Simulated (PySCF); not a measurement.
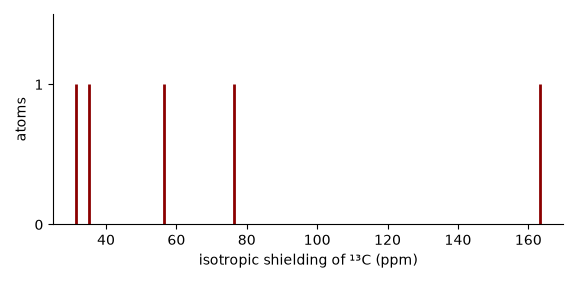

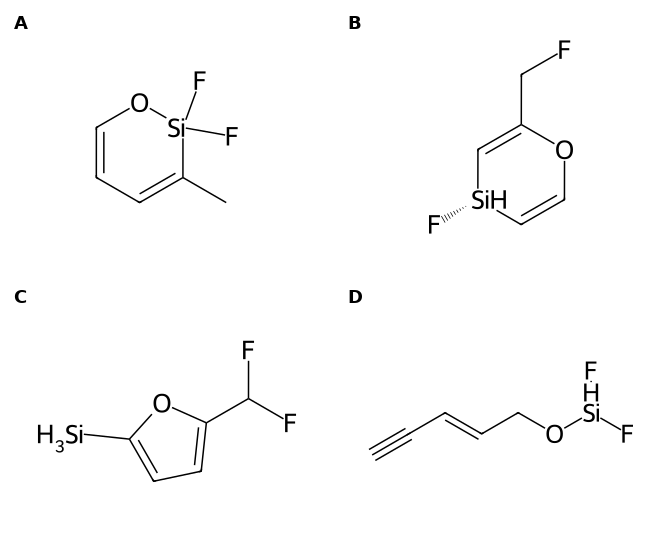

The sticks are computed shieldings of one of the molecules, for one fixed geometry (GFN2-xTB) without averaging over rotations. Low shielding means a high chemical shift. Method: GIAO PBE0/pcSseg-1 NMR shielding, non-relativistic, gas phase (PySCF 2.14.0).

Question: Which molecule gives this pattern?

Answer: A, `CC1=CC=CO[Si]1(F)F`. Its 5 C atoms give lines at 31.6, 35.1, 56.4, 76.3, 163.3 ppm.

The geometry is semi-empirical. Around Si such bond lengths and angles can be off by a tenth of an ångström or more and by several degrees, and values that hang on the shape move with them.
